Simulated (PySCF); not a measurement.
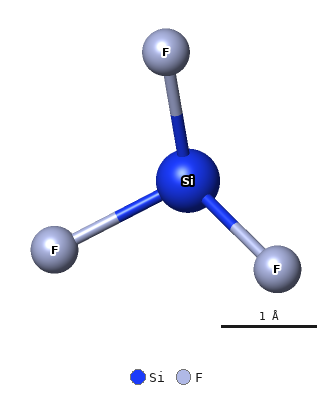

**Figure 1.** The input geometry (ball-and-stick view, seen at a tilt). Bond lengths as drawn: F–Si 1.59 Å.

SiF₃: frequency calculation

- system: SiF₃, multiplicity 2
- method: UKS-based B3LYP, Si def2-TZVP, F def2-TZVP; non-relativistic Hamiltonian; density fitting (PySCF 2.14.0)

Log
```
init E= -589.332992145509
  alpha nocc = 21  HOMO = -0.279900547720764  LUMO = 0.0419326685396467
  beta  nocc = 20  HOMO = -0.442182327584325  LUMO = -0.142101328130742
  HOMO = -0.279900547721  LUMO = -0.142101328131  gap/eV = 3.74971
cycle= 1 E= -589.332992145509  delta_E= 4.55e-13  |g|= 1.21e-06  |ddm|= 8.83e-07
  alpha nocc = 21  HOMO = -0.279900478078773  LUMO = 0.0419326909050807
  beta  nocc = 20  HOMO = -0.442182545206618  LUMO = -0.142101264612201
  HOMO = -0.279900478079  LUMO = -0.142101264612  gap/eV = 3.74971
Extra cycle  E= -589.332992145509  delta_E= -4.55e-13  |g|= 2.02e-06  |ddm|= 1.27e-06
converged SCF energy = -589.332992145509  <S^2> = 0.75098599  2S+1 = 2.0009857
```

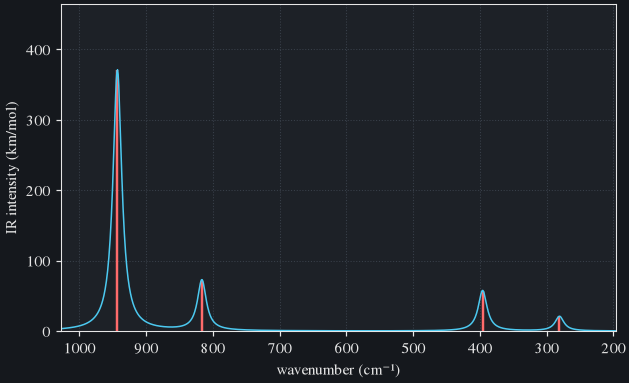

**Figure 2.** Harmonic infrared spectrum, unscaled: sticks (degenerate modes added up, dark ones marked on the axis) with a Lorentzian envelope of 16 cm⁻¹ full width, scaled to the tallest stick. 6 modes from 281 to 943 cm⁻¹, none imaginary. The strongest line is at 943 cm⁻¹ (371 km/mol). All modes, in cm⁻¹ (km/mol): 281 (10.4), 281 (10.4), 396 (58), 816 (72), 943 (186), 943 (186).

The run was set up as follows.

Input file
```python
from pyscf import gto, scf, dft
mol = gto.M(atom='''
Si     0.000002    -0.000000    -0.380729
F      1.483470     0.000000     0.187140
F     -0.741736     1.284724     0.187129
F     -0.741736    -1.284724     0.187129''',
    basis={'Si': 'def2-TZVP', 'F': 'def2-TZVP'},
    charge=0, spin=1)
mf = dft.UKS(mol, xc='B3LYP')
mf.grids.atom_grid = (75, 302)
aux = {'Si': 'def2-universal-JKFIT', 'F': 'def2-universal-JKFIT'}
mf = mf.density_fit(auxbasis=aux)
mf.conv_tol = 1e-09
mf.diis_space = 10
mf.max_cycle = 60
mf.verbose = 4
mf.kernel()
```

The script is an equivalent of the set-up of the self-consistent field. The run itself was carried out by a driver, which started from the orbitals of the step before it where there was one and computed the further properties.

Launch command:
```bash
OMP_NUM_THREADS=4 python axn.py task.json out
```

Results in brief

```json
{"quantity": "outcome", "value": "converged"}
{"quantity": "total energy", "value": "−589.332992 hartree"}
{"quantity": "⟨S²⟩", "value": "0.751"}
{"quantity": "zero-point energy", "value": "0.008336 hartree"}
{"quantity": "dipole moment", "value": "1.21 D"}
{"quantity": "wavenumbers, lowest and highest", "value": "281 and 943 cm⁻¹"}
{"quantity": "hardware", "value": "4 threads of Arm Neoverse V1, 24 GiB of memory available, shared host"}
{"quantity": "wall time", "value": "50 s (CPU time 2 min)"}
{"quantity": "peak memory", "value": "1.4 GiB"}
```
